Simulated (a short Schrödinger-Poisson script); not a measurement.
Structure: MOS inversion layer, Si3N4 on p-type Si(100), at 400 K.

| layer | material | thickness (nm) | Na (cm⁻³) |
|---|---|---|---|
| 1 | Si3N4 | 5.2 | - |
| 2 | Si | 320 | 9e17 |

Constants are typed, rounded textbook-type inputs, not results; the design itself was drawn at random and stands for no fabricated device. Si3N4: permittivity 7.5, conduction-band edge (eV) 1.95, gap (eV) 5.1, electron mass (mₑ) 0.5. Si: permittivity 11.7, conduction-band edge (eV) 0, gap (eV) 1.124, Nv at 300 K (cm⁻³) 3.1e19.

Channel valleys (confinement mass, in-plane density-of-states mass, number): Δ2 0.916, 0.19, 2; Δ4 0.19, 0.417, 4. At the gate the conduction-band edge of layer 1 lies 2.23 eV − eVg above the Fermi level of the channel; the field vanishes at the back. Gaps are held at their typed values at every temperature. Mesh 0.03 nm at interfaces.

Solved with a short Schrödinger-Poisson script written for these runs: 1D Poisson equation in equilibrium, electrons quantum, Hartree (BenDaniel-Duke, 12 states a valley, the channel's in-plane mass for all, wave functions free to enter the dielectric), parabolic valleys, classical holes, full ionisation, no traps, pinning or gate leakage.

Only gate voltages with over 1e8 electrons/cm² are shown.

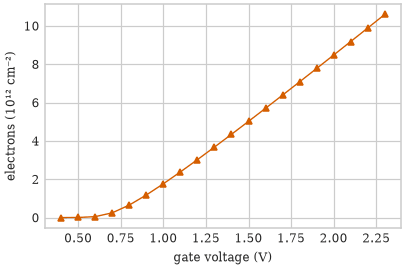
Sheet density against gate voltage

| Vg (V) | electrons (cm⁻²) | C (μF/cm²) | Δ2 E0 (meV) | Δ2 E1 (meV) | Δ4 E0 (meV) | Δ4 E1 (meV) |
|---|---|---|---|---|---|---|
| 0.4 | 7.02e8 | 0.260 | 336.3 | 408.4 | 386.5 | 504.7 |
| 0.5 | 6.18e9 | 0.264 | 260.1 | 335.1 | 312.1 | 435.4 |
| 0.6 | 4.98e10 | 0.359 | 187.2 | 265.0 | 240.7 | 368.8 |
| 0.7 | 2.49e11 | 0.625 | 130.5 | 211.1 | 185.7 | 317.7 |
| 0.8 | 6.54e11 | 0.832 | 95.8 | 179.5 | 152.9 | 288.1 |
| 0.9 | 1.18e12 | 0.936 | 74.0 | 160.7 | 132.9 | 270.8 |
| 1 | 1.76e12 | 0.992 | 58.6 | 148.2 | 119.2 | 259.6 |
| 1.1 | 2.38e12 | 1.03 | 46.7 | 139.2 | 109.0 | 251.6 |
| 1.2 | 3.02e12 | 1.05 | 36.9 | 132.3 | 100.9 | 245.6 |
| 1.3 | 3.68e12 | 1.07 | 28.6 | 126.8 | 94.2 | 240.9 |
| 1.4 | 4.34e12 | 1.08 | 21.3 | 122.2 | 88.4 | 237.1 |
| 1.5 | 5.02e12 | 1.09 | 14.8 | 118.4 | 83.4 | 234.0 |
| 1.6 | 5.70e12 | 1.10 | 8.9 | 115.1 | 78.9 | 231.3 |
| 1.7 | 6.39e12 | 1.11 | 3.4 | 112.2 | 74.9 | 229.0 |
| 1.8 | 7.08e12 | 1.12 | -1.7 | 109.7 | 71.2 | 227.0 |
| 1.9 | 7.78e12 | 1.12 | -6.4 | 107.4 | 67.8 | 225.3 |
| 2 | 8.48e12 | 1.13 | -10.9 | 105.4 | 64.6 | 223.7 |
| 2.1 | 9.18e12 | 1.13 | -15.1 | 103.5 | 61.6 | - |
| 2.2 | 9.89e12 | 1.13 | -19.1 | - | - | - |
| 2.3 | 1.06e13 | 1.14 | - | - | - | - |

Subbands count from the Fermi level; a dash marks a level above the dielectric's band edge.
